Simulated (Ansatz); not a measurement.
**Nudged elastic band, with input and output: CH₇BClN**

- system: CH₇BClN
- method: RKS BLYP-D4/6-31G* (Ansatz 0.2.0)

One setting was made poor on purpose. It belongs to a series of runs on one base structure; here: an input spoilt on purpose. Figures and captions count atoms from 1; the log counts them from 0 in places.

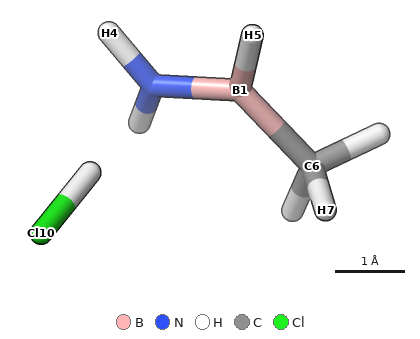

*The starting structure (stick view, seen at a tilt; atoms are numbered from 1 in the order of the input).*

Bond lengths as drawn: B–C 1.58 Å, B–H 1.20 Å, B–N 1.42 Å, Cl–H 1.33 Å, C–H 1.10 to 1.11 Å and H–N 1.02 Å.

Input file:
```yaml
crystal:
  periodic: [false, false, false]
  atoms:
    - { symbol: B, position_ang: [-0.010129, 0.213344, 0.050853] }
    - { symbol: "N", position_ang: [0.027957, 0.149703, 1.472368] }
    - { symbol: H, position_ang: [-0.814025, 0.239268, 2.045341] }
    - { symbol: H, position_ang: [0.885171, 0.299346, 2.006107] }
    - { symbol: H, position_ang: [1.054905, 0.265028, -0.509069] }
    - { symbol: C, position_ang: [-1.372842, 0.158044, -0.737994] }
    - { symbol: H, position_ang: [-1.397536, -0.739127, -1.38574] }
    - { symbol: H, position_ang: [-2.27478, 0.137918, -0.1007] }
    - { symbol: H, position_ang: [-1.459133, 1.019582, -1.426432] }
    - { symbol: Cl, position_ang: [-0.011797, -3.121514, 1.818706] }
    - { symbol: H, position_ang: [0.038111, -1.808593, 1.601959] }
basis:
  gaussian: { orbitals: "6-31G*" }
hamiltonian:
  xc: blyp
  dispersion: d4
neb:
  order_check: false
  images: 9
  f_tol: 0.05
  max_iterations: 8
  optimiser: fire
  climbing: immediate
  final_atoms:
    - { symbol: H, position_ang: [0.72788981, -0.67543743, 2.20703676] }
    - { symbol: Cl, position_ang: [-0.05595423, -2.49706969, 0.14284872] }
    - { symbol: H, position_ang: [-1.30551273, -0.19564637, -1.68612752] }
    - { symbol: H, position_ang: [-1.27871136, 1.17429642, -0.56355202] }
    - { symbol: H, position_ang: [-2.24785974, -0.28160713, -0.18829213] }
    - { symbol: C, position_ang: [-1.28719953, 0.06690343, -0.61478419] }
    - { symbol: H, position_ang: [1.08577923, -0.20724077, -0.27928323] }
    - { symbol: H, position_ang: [0.0075624, 0.7995157, 1.88194325] }
    - { symbol: H, position_ang: [-0.92605448, -0.5654863, 2.13379338] }
    - { symbol: "N", position_ang: [-0.05109013, -0.21618748, 1.71474591] }
    - { symbol: B, position_ang: [-0.00294725, -0.58904136, 0.08707006] }
  initial_path: idpp
```

Machine: 1 thread of AMD EPYC (Zen 3), 24 GiB of memory available, shared host.

Command:
```bash
ansatz run input.yaml --threads 1 --pin off --max-ram 2048MiB --backend cpu --events-out ev --progress --plain --runs-dir out
```

What the program printed:
```
Error: 4 input errors — fix all and re-run
  1. invalid value for `neb.final_atoms`: atom 0 is H but atom 0 of crystal.atoms is B — the final endpoint must list the same atoms in the same order
  2. invalid value for `neb.final_atoms`: atom 1 is Cl but atom 1 of crystal.atoms is N — the final endpoint must list the same atoms in the same order
  3. invalid value for `neb.final_atoms`: atom 9 is N but atom 9 of crystal.atoms is Cl — the final endpoint must list the same atoms in the same order
  4. invalid value for `neb.final_atoms`: atom 10 is B but atom 10 of crystal.atoms is H — the final endpoint must list the same atoms in the same order
```

Outcome:

- outcome: refused by the program

The program refused the input: “4 input errors — fix all and re-run 1. invalid value for `neb.final_atoms`: atom 0 is H but atom 0 of crystal.atoms is B — the final endpoint must list the same atoms in the same order 2. invalid value for `neb.final_atoms`: atom 1 is Cl but atom 1 of crystal.atoms is N — the final endpoint must list the same atoms in the same order 3 …” A deliberately poor setting: bad input.
